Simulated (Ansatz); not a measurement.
# Decaying states in the gap of BeSnF6, part 3 of 3

Wanted: the relaxed cell of BeSnF6, its band edges and its decay constants. It is built by putting Be for Ca in the CaSnF6 structure of space group R-3, with the volume rescaled by atomic radii. The parent structure comes from the Materials Project.

Ansatz 0.2.0; LDA DFT, plane waves, PAW files (the session's first sound run).

So far, gap on the k-mesh (eV): step 3 (the bulk crystal and its band edges) 5.11; step 4 (complex bands, plane (001), k-mesh 8×8×8) 5.10.

The structure was built from a prototype and need not be the compound's stable phase.

### 5. Decaying states in the gap, plane (101), k-mesh 6×6×6

Level of this step: LDA DFT, plane waves, PAW files; complex bands by layer matching along the plane's normal (Ansatz).

The same for the (101) plane, at (0, 0), (-0.1146, -0.1354) and (0.0208, -0.1458), to see how the decay depends on direction.

The input, input.yaml:

```yaml
crystal:
  lattice:
    - [5.056279116, 0.0, 0.0]
    - [2.228995664, 4.19194785, 0.0]
    - [2.228995664, 1.503359006, 3.913098322]
  atoms:
    - { symbol: Be, position: [0.0, 0.0, 0.0] }
    - { symbol: Sn, position: [0.5, 0.5, 0.5] }
    - { symbol: F, position: [0.7663774955, 0.7708860552, 0.0987379784] }
    - { symbol: F, position: [0.7663774955, 0.3639984709, 0.7708860552] }
    - { symbol: F, position: [0.2336225045, 0.9012620216, 0.6360015291] }
    - { symbol: F, position: [0.2336225045, 0.6360015291, 0.2291139448] }
    - { symbol: F, position: [0.2336225045, 0.2291139448, 0.9012620216] }
    - { symbol: F, position: [0.7663774955, 0.0987379784, 0.3639984709] }
kpoints:
  mp_grid: { grid: [6, 6, 6] }
scf:
  occupations: { method: fixed }
hamiltonian:
  xc: lda
output:
  eigenvalues: true
  transmission:
    leads: [[0, 0]]
    kpoints: [[0.0, 0.0], [-0.1146, -0.1354], [0.0208, -0.1458]]
    e_range: [-1.0, 6.1]
    de: 0.12
```

On the command line:

```
$ ansatz run input.yaml --threads 2 --pin off --max-ram 4096MiB --backend cpu --events-out ev --progress --plain --runs-dir out
```

Numbers of over 12 decimals in the logs are rounded to 6 here.

What it wrote:

```text
[...]
Crystal: 8 atoms, lattice volume = 82.941 Å³
Basis set: ecut = 420 eV, 1593 PW (Γ)
Bands: 37, of which v1, the nominal top of the filled ones, is band 29 counted from 1 (28 counted from 0)
Symmetry: 6 space group operations
[...]
k-points: 40 of 216
[...]
SCF iter   1: F=—  HF=-10735.139393 eV  |F-HF|=—  |Δ(HF+E_count)|=         —  Δρ=2.14e-2  dr2=2.64e-1  ethr=1.77e-3  ⟨swp⟩=5.0  Hψ=5457  notcnv=0  defer=209
[...]
SCF iter   6: F=-10735.057742 eV  HF=-10735.057742 eV  |F-HF|=2.03e-9  |Δ(HF+E_count)|=   9.44e-7  Δρ=6.84e-6  dr2=4.99e-8  ethr=1.72e-10  ⟨swp⟩=8.6  Hψ=7266  notcnv=0
SCF 1 converged in 6 iterations: F = -10735.057742 eV  dr2 = 4.99e-8
[...]
transmission: 5 of 15 steps passed
transmission: 10 of 15 steps passed
transmission: 15 of 15 steps passed
SCF converged after 6 iterations
Free energy (F): -10735.057742 eV
[...]
Internal energy: -10735.057742 eV  (E = F + TS)
E sigma→0 (E₀):  -10735.057742 eV
Fermi energy:    2.702568 eV
[...]
--- Band table (eV; the first three rows and the last of 40) ---
  k-point 0: bands = [... 25 lower, 2.4755, 2.5085, 2.6416, 2.6416, 7.8080, 13.6075, 14.3180, 14.3180, ... 4 higher]
  k-point 1: bands = [... 25 lower, 2.3694, 2.4707, 2.6250, 2.6865, 8.1399, 13.6495, 13.9676, 14.3230, ... 4 higher]
  k-point 2: bands = [... 25 lower, 2.2447, 2.4638, 2.5706, 2.6367, 8.7361, 13.1781, 14.1507, 14.6463, ... 4 higher]
  k-point 39: bands = [... 25 lower, 2.4914, 2.4914, 2.5448, 2.5448, 9.0325, 12.6507, 15.0888, 15.0888, ... 4 higher]
--- Transmission ---
  basis      : 185 plane waves across, 5 finite elements along
  points     : 3, as listed
[...]
crystal 0  : F6Be1Sn1, at the sites [0, 0], period 3.9131 Å: whole cells are its period
[...]
channels       : 0.000000e0 a spin
[...]
slowest decay  : 0.4606 /Å at (0.0000, 0.0000)
```

Wall time 17 s (2 threads of INTEL XEON PLATINUM 8581C at 2.30GHz (Emerald Rapids), shared host); peak memory 0.68 GiB.

Numbers from this step:

| Item | Value |
| --- | --- |
| free energy | -10735.0577 eV |
| Fermi energy | 2.703 eV |
| gap on the k-mesh | 5.105 eV |
| level to which the leads are filled | 2.553 eV from the Fermi level |
| decay constant at the filling level, zone centre | 0.4606 Å⁻¹ |
| decay constant at the filling level, slowest listed point | 0.4606 Å⁻¹ |

K parallel (0, 0); values up to 1.5 1/Å, a degenerate pair printed once or twice; energies at which all values exceed this have no row. The Im kz of the slowest decaying states by energy, zero at the highest filled level on the SCF mesh:

```tsv
energy (eV)	decay 1 (Å⁻¹)	decay 2 (Å⁻¹)	decay 3 (Å⁻¹)	decay 4 (Å⁻¹)
-1.00	0.0934	0.108	0.185	0.192
-0.04	0.206	0.409	0.499	0.550
1.04	0.413	0.549	0.727	0.733
2.00	0.459	0.633	0.808	0.895
2.96	0.452	0.680	0.850	1.02
4.04	0.376	0.707	0.863	0.873
5.00	0.138	0.712	0.854	0.874
5.96	0.702	0.821	0.861	1.08
```

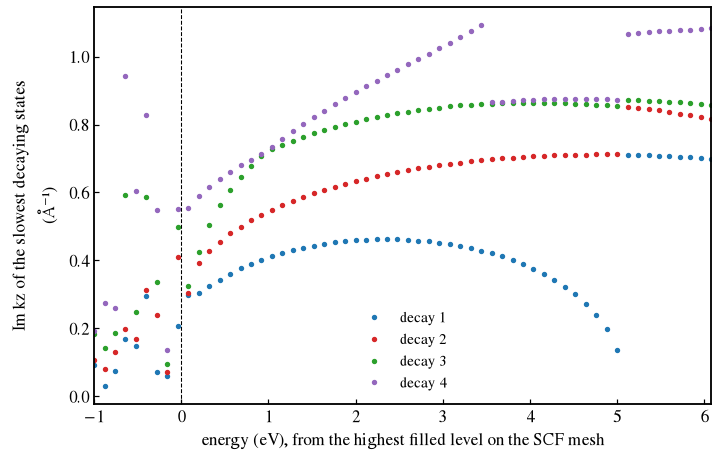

Im kz of the slowest decaying states, plotted against energy.

K parallel (-0.1146, -0.1354); values up to 1.5 1/Å, a degenerate pair printed once or twice; energies at which all values exceed this have no row. The Im kz of the slowest decaying states by energy, zero at the highest filled level on the SCF mesh:

```tsv
energy (eV)	decay 1 (Å⁻¹)	decay 2 (Å⁻¹)	decay 3 (Å⁻¹)	decay 4 (Å⁻¹)
-1.00	0.0848	0.0905	0.0909	0.181
-0.04	0.0574	0.309	0.475	0.483
1.04	0.434	0.618	0.718	0.718
2.00	0.491	0.668	0.794	0.836
2.96	0.489	0.704	0.829	0.883
4.04	0.421	0.725	0.841	0.910
5.00	0.235	0.729	0.834	0.914
5.96	0.719	0.811	0.900	1.03
```

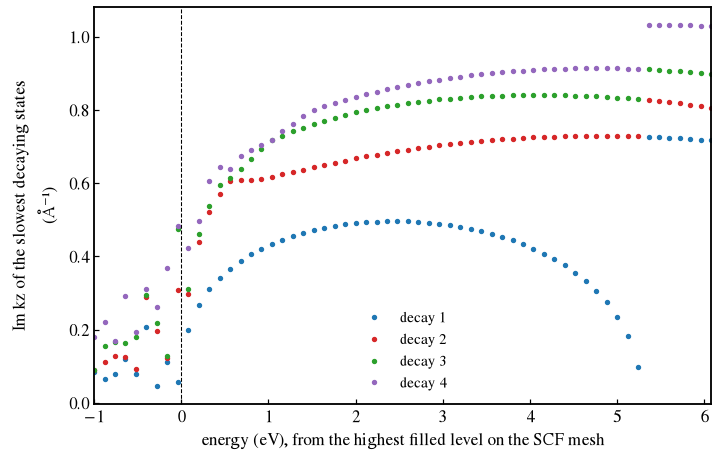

Im kz of the slowest decaying states, plotted against energy.

K parallel (0.0208, -0.1458); values up to 1.5 1/Å, a degenerate pair printed once or twice; energies at which all values exceed this have no row. The Im kz of the slowest decaying states by energy, zero at the highest filled level on the SCF mesh:

```tsv
energy (eV)	decay 1 (Å⁻¹)	decay 2 (Å⁻¹)	decay 3 (Å⁻¹)	decay 4 (Å⁻¹)
-1.00	0.0139	0.0524	0.0947	0.0978
-0.04	0.0980	0.339	0.397	0.425
1.04	0.457	0.620	0.703	0.710
2.00	0.503	0.672	0.804	0.830
2.96	0.498	0.711	0.852	0.865
4.04	0.434	0.734	0.861	0.885
5.00	0.267	0.739	0.839	0.888
5.96	0.731	0.791	0.880	1.10
```

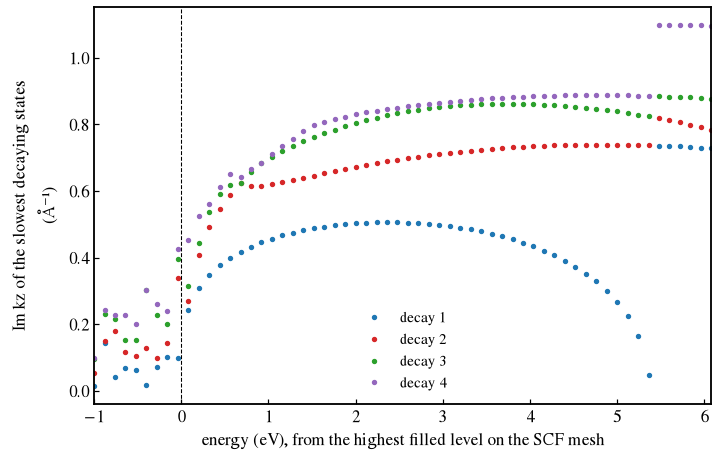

Im kz of the slowest decaying states, plotted against energy.

At the listed wavevectors the last open channel is at -0.04 eV and the next at +5.12 eV on the grid. At +2.60 eV, the grid energy nearest the filling level (the middle of the gap on the SCF mesh), the slowest state at the listed wavevectors decays with κ = 0.461 Å⁻¹, its amplitude falling by e over 2.2 Å; the first such run, plane (001), gave 0.437 Å⁻¹.

### 6. Band edges at another level

This step: PBEsol DFT, plane waves, PAW files (Ansatz 0.2.0).

The edges again with PBEsol, at the same atoms.

The input, input.yaml:

```yaml
crystal:
  lattice:
    - [2.3738601712, 1.3705488089, 4.2488048138]
    - [-2.3738601712, 1.3705488089, 4.2488048138]
    - [0.0, -2.7410976177, 4.2488048138]
  atoms:
    - { symbol: Be, position: [0.0, 0.0, 0.0] }
    - { symbol: Sn, position: [0.5, 0.5, 0.5] }
    - { symbol: F, position: [0.6360015291, 0.2291139448, 0.9012620216] }
    - { symbol: F, position: [0.9012620216, 0.6360015291, 0.2291139448] }
    - { symbol: F, position: [0.7708860552, 0.0987379784, 0.3639984709] }
    - { symbol: F, position: [0.0987379784, 0.3639984709, 0.7708860552] }
    - { symbol: F, position: [0.3639984709, 0.7708860552, 0.0987379784] }
    - { symbol: F, position: [0.2291139448, 0.9012620216, 0.6360015291] }
kpoints:
  mp_grid: { grid: [6, 6, 6] }
  band_path: { path: [VBM, CBM], npoints: 30 }
scf:
  occupations: { method: fixed }
hamiltonian:
  xc: pbesol
output:
  eigenvalues: true
```

What it wrote:

```text
[...]
Crystal: 8 atoms, lattice volume = 82.941 Å³
Basis set: ecut = 420 eV, 1593 PW (Γ)
Bands: 37, of which v1, the nominal top of the filled ones, is band 29 counted from 1 (28 counted from 0)
Symmetry: 6 space group operations
[...]
k-points: 40 of 216
[...]
SCF iter   1: F=—  HF=-10847.240612 eV  |F-HF|=—  |Δ(HF+E_count)|=         —  Δρ=1.54e-2  dr2=1.23e-1  ethr=1.77e-3  ⟨swp⟩=5.1  Hψ=5466  notcnv=0  defer=206
[...]
SCF iter   6: F=-10847.205252 eV  HF=-10847.205252 eV  |F-HF|=2.37e-8  |Δ(HF+E_count)|=   1.03e-6  Δρ=4.62e-6  dr2=1.32e-8  ethr=1.72e-10  ⟨swp⟩=10.6  Hψ=6436  notcnv=0
SCF 1 converged in 6 iterations: F = -10847.205252 eV  dr2 = 1.32e-8
[...]
SCF converged after 6 iterations
Free energy (F): -10847.205252 eV
[...]
Internal energy: -10847.205252 eV  (E = F + TS)
E sigma→0 (E₀):  -10847.205252 eV
Fermi energy:    3.002239 eV
[...]
--- Band table (eV; the first three rows and the last of 40) ---
  k-point 0: bands = [... 25 lower, 2.7782, 2.8128, 2.9438, 2.9438, 8.2212, 14.0648, 14.7784, 14.7784, ... 4 higher]
  k-point 1: bands = [... 25 lower, 2.6748, 2.7750, 2.9274, 2.9870, 8.5546, 14.1190, 14.4285, 14.7817, ... 4 higher]
  k-point 2: bands = [... 25 lower, 2.5528, 2.7676, 2.8727, 2.9369, 9.1596, 13.6365, 14.6109, 15.1024, ... 4 higher]
  k-point 39: bands = [... 25 lower, 2.7942, 2.7942, 2.8470, 2.8470, 9.4626, 13.0982, 15.5545, 15.5545, ... 4 higher]
```

Elapsed: 6.1 s, on 2 threads; peak memory 0.45 GiB; 12 s of CPU time.

This step gave:

| Item | Value |
| --- | --- |
| free energy | -10847.2053 eV |
| Fermi energy | 3.002 eV |
| gap on the k-mesh | 5.219 eV |
| gap on path | 5.215 eV, by band count; negative where bands overlap |
| direct gap on path | 5.277 eV |

The electronic bands at the labelled points (eV, zero at the Fermi level (highest filled level under fixed occupations); v1 is the highest filled band, c1 the lowest empty one):

```tsv
point	v4	v3	v2	v1	c1
VBM	-0.44	-0.21	-0.11	0.00	5.80
CBM	-0.22	-0.19	-0.06	-0.06	5.22
```

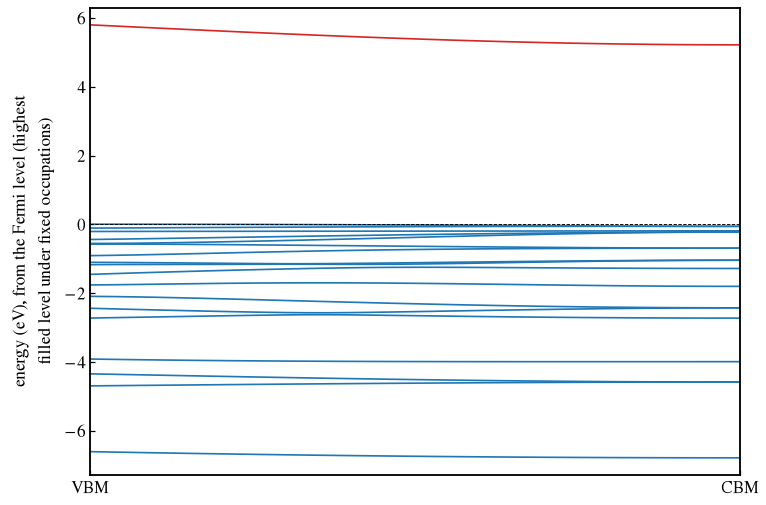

Electronic bands along the path; lines of filled and empty bands in two colours.

The searched edges give 5.22 eV, against 5.22 eV on the mesh.

### 7. Complex bands at another level

This step: PBEsol DFT, plane waves, PAW files; complex bands by layer matching along the plane's normal (Ansatz 0.2.0).

The complex bands at that level, over its own gap, at (0, 0) and (0.1354, -0.1458).

The input, input.yaml:

```yaml
crystal:
  lattice:
    - [4.747720342, 0.0, 0.0]
    - [2.373860171, 4.111646427, 0.0]
    - [2.373860171, -1.370548809, 4.248804814]
  atoms:
    - { symbol: Be, position: [0.0, 0.0, 0.0] }
    - { symbol: Sn, position: [0.0, 0.5, 0.5] }
    - { symbol: F, position: [0.8651154739, 0.7708860552, 0.2336225045] }
    - { symbol: F, position: [0.5372635507, 0.3639984709, 0.2336225045] }
    - { symbol: F, position: [0.8696240336, 0.9012620216, 0.7663774955] }
    - { symbol: F, position: [0.4627364493, 0.6360015291, 0.7663774955] }
    - { symbol: F, position: [0.1348845261, 0.2291139448, 0.7663774955] }
    - { symbol: F, position: [0.1303759664, 0.0987379784, 0.2336225045] }
kpoints:
  mp_grid: { grid: [8, 8, 8] }
scf:
  occupations: { method: fixed }
hamiltonian:
  xc: pbesol
output:
  eigenvalues: true
  transmission:
    leads: [[0, 0]]
    kpoints: [[0.0, 0.0], [0.1354, -0.1458]]
    e_range: [-1.0, 6.22]
    de: 0.18
```

What it wrote:

```text
[...]
Crystal: 8 atoms, lattice volume = 82.941 Å³
Basis set: ecut = 420 eV, 1593 PW (Γ)
Bands: 37, of which v1, the nominal top of the filled ones, is band 29 counted from 1 (28 counted from 0)
Symmetry: 6 space group operations
[...]
k-points: 90 of 512
[...]
SCF iter   1: F=—  HF=-10847.240692 eV  |F-HF|=—  |Δ(HF+E_count)|=         —  Δρ=1.54e-2  dr2=1.23e-1  ethr=1.77e-3  ⟨swp⟩=5.0  Hψ=12312  notcnv=0  defer=459
[...]
SCF iter   6: F=-10847.205312 eV  HF=-10847.205312 eV  |F-HF|=2.36e-8  |Δ(HF+E_count)|=   1.01e-6  Δρ=4.53e-6  dr2=1.29e-8  ethr=1.72e-10  ⟨swp⟩=10.6  Hψ=14258  notcnv=0
SCF 1 converged in 6 iterations: F = -10847.205312 eV  dr2 = 1.29e-8
[...]
transmission: 6 of 12 steps passed
transmission: 12 of 12 steps passed
SCF converged after 6 iterations
Free energy (F): -10847.205312 eV
[...]
Internal energy: -10847.205312 eV  (E = F + TS)
E sigma→0 (E₀):  -10847.205312 eV
Fermi energy:    3.004040 eV
[...]
--- Band table (eV; the first three rows and the last of 90) ---
  k-point 0: bands = [... 25 lower, 2.7782, 2.8128, 2.9438, 2.9438, 8.2213, 14.0648, 14.7785, 14.7785, ... 4 higher]
  k-point 1: bands = [... 25 lower, 2.7787, 2.7787, 2.9476, 2.9476, 8.4092, 13.8834, 14.8839, 14.8839, ... 4 higher]
  k-point 2: bands = [... 25 lower, 2.7883, 2.7883, 2.9183, 2.9183, 8.8472, 13.5318, 15.1489, 15.1489, ... 4 higher]
  k-point 89: bands = [... 25 lower, 2.6501, 2.7077, 2.8620, 2.8722, 9.6860, 13.7972, 14.2899, 14.8982, ... 4 higher]
--- Transmission ---
  basis      : 163 plane waves across, 6 finite elements along
  points     : 2, as listed
[...]
crystal 0  : Be1F6Sn1, at the sites [0, 0], period 4.2488 Å: whole cells are its period
[...]
channels       : 0.000000e0 a spin
[...]
slowest decay  : 0.4424 /Å at (0.0000, 0.0000)
```

Run time: 8.2 s. Hardware: 2 threads; peak memory 0.58 GiB; 16 s of CPU time.

Numbers from this step:

```
Fermi energy                                              : 3.004 eV
gap on the k-mesh                                         : 5.217 eV
level to which the leads are filled                       : 2.609 eV from the Fermi level
decay constant at the filling level, zone centre          : 0.4424 Å⁻¹
decay constant at the filling level, slowest listed point : 0.4424 Å⁻¹
```

K parallel (0, 0); values up to 1.5 1/Å, a degenerate pair printed once or twice; energies at which all values exceed this have no row. Table of Im kz of the slowest decaying states by energy, zero at the highest filled level on the SCF mesh:

```tsv
energy (eV)	decay 1 (Å⁻¹)	decay 2 (Å⁻¹)	decay 3 (Å⁻¹)	decay 4 (Å⁻¹)
-1.00	0.0722	0.413	1.39	1.48
0.08	0.204	0.311	0.311	0.793
0.98	0.372	0.572	0.912	1.35
2.06	0.437	0.704	0.995	1.35
2.96	0.437	0.773	1.04	1.31
4.04	0.373	0.829	1.07	1.26
4.94	0.207	0.859	0.859	1.08
6.02	0.882	1.08	1.17	-
```

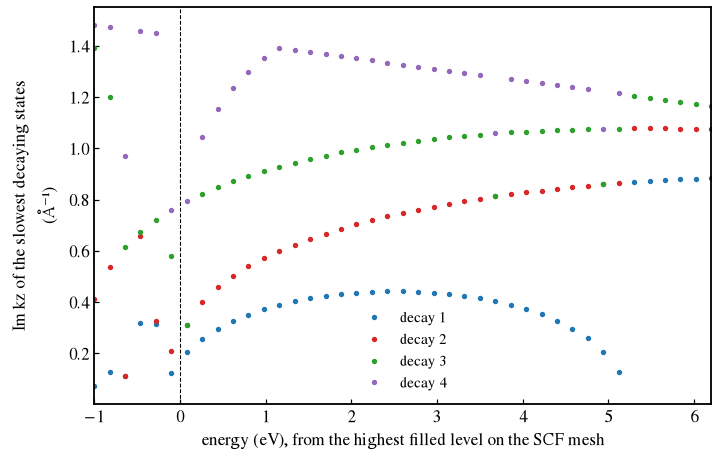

Im kz of the slowest decaying states, plotted against energy.

K parallel (0.1354, -0.1458); values up to 1.5 1/Å, a degenerate pair printed once or twice; energies at which all values exceed this have no row. Im kz of the slowest decaying states against energy, zero at the highest filled level on the SCF mesh:

```tsv
energy (eV)	decay 1 (Å⁻¹)	decay 2 (Å⁻¹)	decay 3 (Å⁻¹)	decay 4 (Å⁻¹)
-1.00	0.0761	0.167	0.238	0.552
0.08	0.249	0.300	0.318	0.363
0.98	0.482	0.558	0.575	0.582
2.06	0.569	0.670	0.707	0.708
2.96	0.568	0.744	0.766	0.774
4.04	0.513	0.810	0.811	0.821
4.94	0.402	0.834	0.836	0.852
6.02	0.832	0.859	0.879	0.880
```

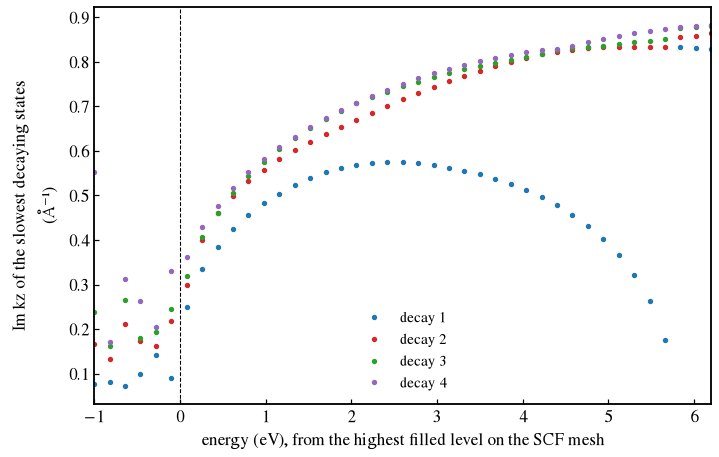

Im kz of the slowest decaying states against energy.

At the listed wavevectors the last open channel is at -0.10 eV and the next at +5.30 eV on the grid. At +2.60 eV, the grid energy nearest the filling level (the middle of the gap on the SCF mesh), the slowest state at the listed wavevectors decays with κ = 0.442 Å⁻¹, its amplitude falling by e over 2.3 Å; the first such run, plane (001), gave 0.437 Å⁻¹ over as many of its listed wavevectors.

### 8. A check of the settings

This step: LDA DFT, plane waves, PAW files; complex bands by layer matching along the plane's normal; changed: magnetization = {"spin_polarized": true, "initial_magnetization": 40}, scf.max_iter = 75 (Ansatz 0.2.0).

This run repeats an earlier one, its twin (the complex run, plane (001)), with three settings changed (scf.max_iter, magnetization.spin_polarized, magnetization.initial_magnetization; files written aside). The setting was drawn as a possible misstep, on purpose. Where the input is shown as a difference, that is against the step before, not the twin.

Edit input.yaml of step 7 so:

```diff
@@ -18,4 +18,5 @@
   occupations: { method: fixed }
+  max_iter: 75
 hamiltonian:
-  xc: pbesol
+  xc: lda
 output:
@@ -24,4 +25,7 @@
     leads: [[0, 0]]
-    kpoints: [[0.0, 0.0], [0.1354, -0.1458]]
-    e_range: [-1.0, 6.22]
+    kpoints: [[0.0, 0.0], [0.1354, -0.1458], [0.5, 0.0]]
+    e_range: [-1.0, 6.1]
     de: 0.18
+magnetization:
+  spin_polarized: true
+  initial_magnetization: 40
```

What it wrote:

```text
Error: inconsistent input (scf.occupations.method, magnetization): a σ = 0 step fill (method: fixed, or a smearing width below the step floor) with no hard lock on the total moment puts the same N_el/2 bands in each spin channel, which gives a total moment of zero, but the starting moments sum to +40.0000 μB; make the starting moments (crystal.atoms[].spin / magnetization.per_species / magnetization.initial_magnetization) sum to zero, or set magnetization.spin_locking.lock_magnetization: hard with an even integer magnetization.initial_magnetization, or use a smearing method with a finite width, such as fermi_dirac
```

Run time: 0.08 s. Hardware: 2 threads; peak memory 0.099 GiB.

The program refused the input before any cycle.

The program's message: “Error: inconsistent input (scf.occupations.method, magnetization): a σ = 0 step fill (method: fixed, or a smearing width below the step floor) with no hard lock on the total moment puts the same N_el/ …”

The change that led to it: magnetization.

### 9. What came out

- band gap: 5.10 eV
- least decay constant at mid-gap, normal to (001): 0.437 Å⁻¹
- least decay constant at mid-gap, normal to (101): 0.461 Å⁻¹
- least decay constant, PBEsol: 0.442 Å⁻¹

In words: With LDA, the slowest decay at the wavevectors tried is κ = 0.437 Å⁻¹, normal to (001). Through such a film the transmission near mid-gap falls as exp(−2κd), a factor of ten every 2.6 Å. The directions tried decay at nearly the same rate. A free electron under a barrier of half the gap would need a mass of 0.28 mₑ to decay at this rate. With PBEsol the gap goes from 5.10 to 5.22 eV and the decay constant, over the first 2 listed wavevectors, from 0.437 to 0.442 Å⁻¹. The compound is made up by substitution; its stability against other phases and against distortions of the cell's symmetry was not tested. A semilocal functional narrows gaps, so real decay constants are likely larger.

[Logs are printed without paths, hosts, clocks, repeated set-up lines and the standing remarks that a program may print on its own settings, such as how far it seeks lower states.]

[Hosts, paths, dates, database ids (printed as entryN), source tags and the programs' standing remarks are cut or masked in the printed files.]

[New means built here by substitution; the compound itself may be known and measured.]
